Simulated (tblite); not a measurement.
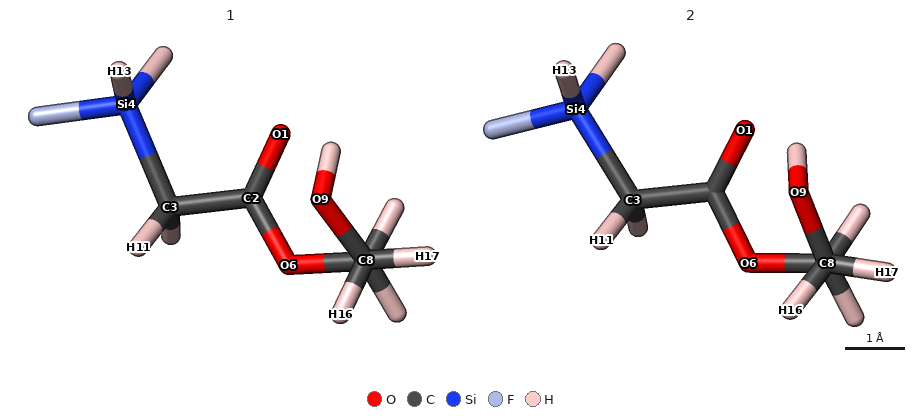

Two geometries of C4H9FO3Si, drawn at one scale. One is the start of a relaxation, the other its converged end. A stick model, seen from a free direction.

These are results of GFN2-xTB geometry optimisation, gas phase in tblite 0.8.0, not measurements. 

Which of the two is the end point?

Answer. Structure 1 is the relaxed one. The largest move after the best rigid fit is that of an O atom, 0.33 Å. By element the largest moves are O 0.33 Å, F 0.29 Å, H 0.28 Å, Si 0.20 Å, C 0.16 Å. Near-neighbour distances that change, for instance: C–Si 1.838 → 1.903 Å, H–Si 1.499 → 1.452 Å, C–O 1.362 → 1.331 Å, F–Si 1.599 → 1.618 Å. Bond angles that change, for instance: C–C–Si 115.4° → 105.8°, H–Si–H 109.5° → 116.7°, Si–C–H 108.8° → 113.7°. Groups turn about C–O by about 30°. Over 93 geometry steps the energy falls by 21.9 kJ/mol.
